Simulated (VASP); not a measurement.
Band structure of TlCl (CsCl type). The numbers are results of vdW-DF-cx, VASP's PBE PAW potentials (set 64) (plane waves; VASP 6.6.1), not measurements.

Unless said otherwise, spin-orbit coupling is left out, though it shifts the bands of the heavy elements here.

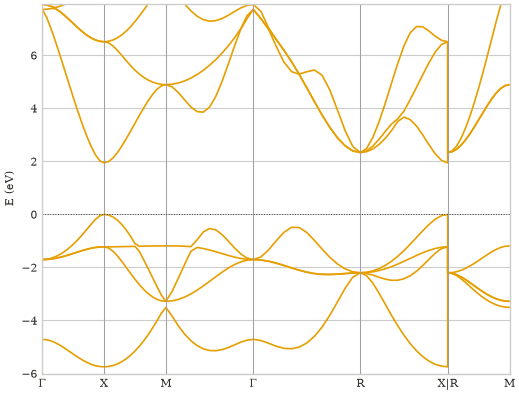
Figure: Bands along high-symmetry lines, zero at the valence-band maximum or, without a gap, the Fermi level

Task: Read the plot: is there a gap, and where are the band edges?

Result: The gap is direct, 1.94 eV, from the valence maximum at X to the conduction minimum at X. (Edges off the drawn lines would not show.)

The compound is TlCl in the CsCl type structure. It was relaxed first.
